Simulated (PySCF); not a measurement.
CuCl

```yaml
atoms:
  - { symbol: Cu, position_ang: [0.0000, 0.0000, -0.7440] }
  - { symbol: Cl, position_ang: [0.0000, 0.0000, 1.3390] }
```

Method: PBE0/def2-TZVPPD, non-relativistic Hamiltonian with scalar-relativistic core potentials where named, at a bond length of 2.083 Å in PySCF 2.14.0.

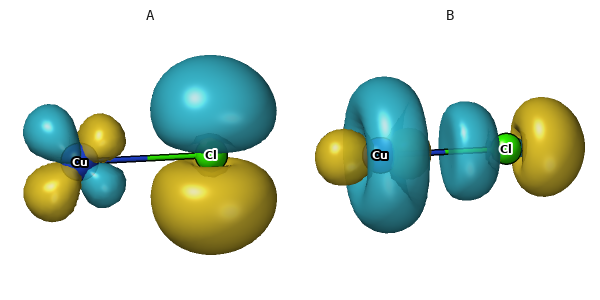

Figure 1. Two frontier orbitals, each drawn at the value that holds 80 % of its norm (yellow and cyan are the two phases), in no order; of a degenerate pair one member is drawn.

Name the orbitals and rank them from lowest to highest energy.

Orbital B: σ, occupied, −7.81 eV; mainly on Cu (75 %).
Orbital A: π, occupied, −7.53 eV; shared between the atoms (Cu 30 %, Cl 70 %).

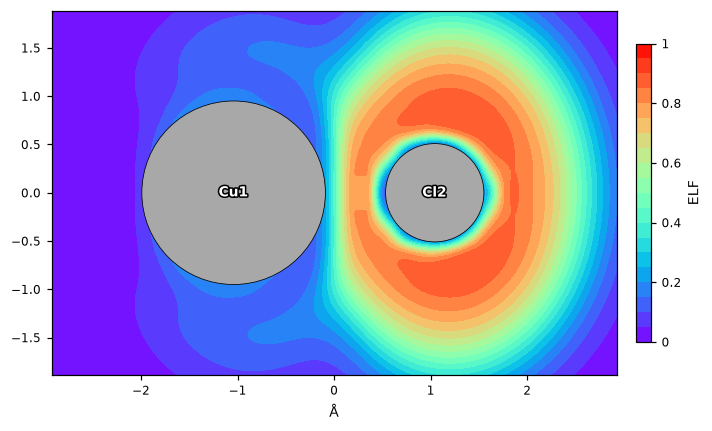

Figure 2. ELF on a plane that holds the molecular axis. Grey discs cover the atomic cores.

Read the bonding off the picture.

- The plane passes through Cu and Cl nuclei.
- Cu–Cl (2.08 Å): the ELF peaks at about 0.80 in the valence shell of Cl, 0.8 Å from its nucleus, and is about 0.40 at the midpoint.

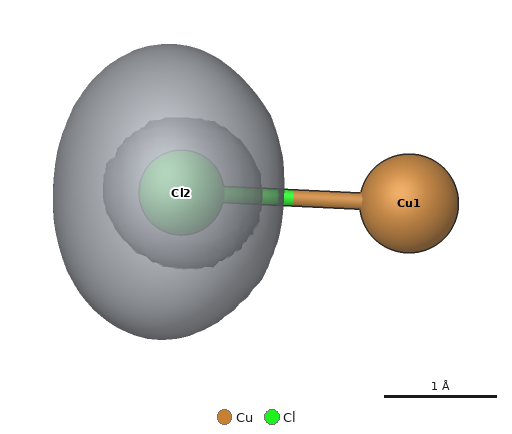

Figure 3. Isosurface of the ELF at 0.75 (grey), seen from one side. Core shells and regions of very low density are left out.

What do the ELF domains correspond to?

At this value the surface marks out one region wrapped around Cl (its valence shell).
